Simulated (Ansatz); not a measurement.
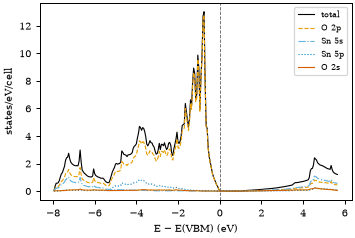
Figure: Total and projected density of states of SnO2 (rutile, P4_2/mnm), PBE in the plane-wave PAW code Ansatz

Q: Which orbitals carry the states next to the gap?

A: Top 1 eV of the valence band: O 2p 98 %. Bottom 1 eV of the conduction band: Sn 5s 52 %, O 2s 24 %, O 2p 21 %. Projections are on Löwdin-orthogonalised atomic valence shells; empty p or d shells of many metals are not among them.

Q: Where is the tallest occupied peak in this window, and what makes it?

A: Near -0.8 eV, about 13 states/eV per cell; the largest projected share is O 2p.

The PBE relaxation kept the symmetry of its start; phonons on a q-mesh show no instability. Spin–orbit coupling is left out wherever it is not named.

Potentials: the later of the program's two PAW sets.
